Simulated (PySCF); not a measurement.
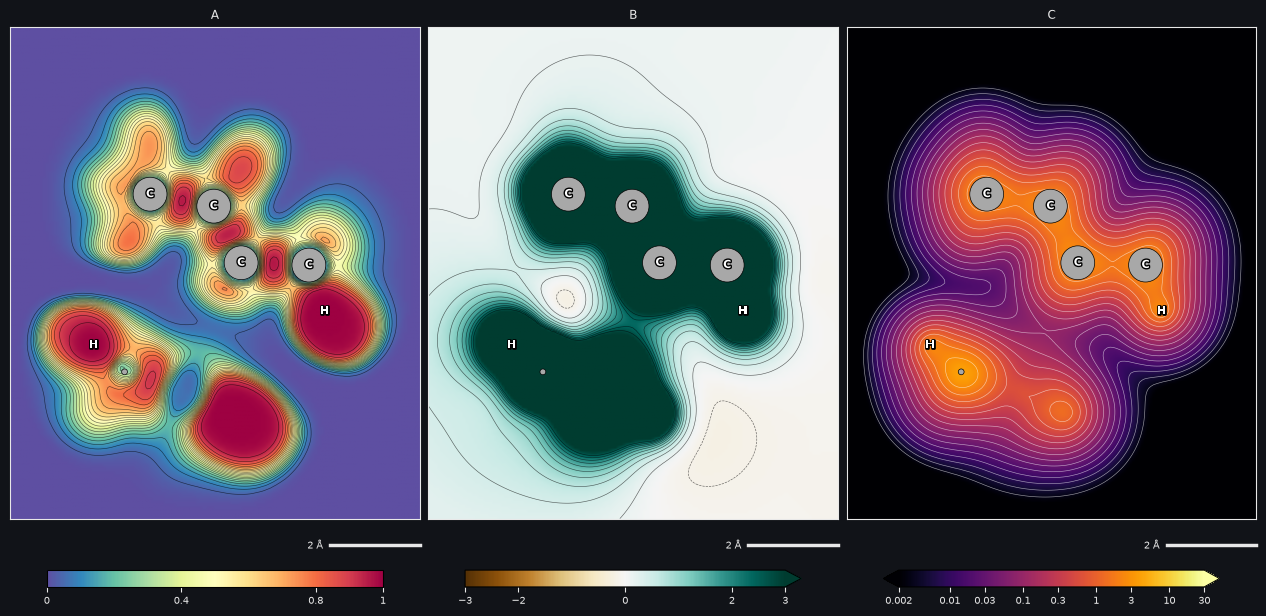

C$_{4}$H$_{12}$NSSi (doublet): 3 fields on the plane of atoms C3, C4 and H14, with unlabelled colour scales. Grey discs cover the atomic cores.

Geometry: GFN2-xTB.

Theory: UKS B3LYP, pcH-1 on C H N S Si, non-relativistic, mean-field spin-orbit, GIAO in PySCF.

Match the panels to the quantities (electron density, electron localisation function and electrostatic potential).

Panel A: electron localisation function. Panel B: electrostatic potential (strongly positive close to the atoms and fading to about zero outside). Panel C: electron density. From the grid: C–C (1.41 Å): ρ at the midpoint is about 2 e/Å³; the ELF peaks at about 0.95 between the atoms, as expected for a covalent bond.
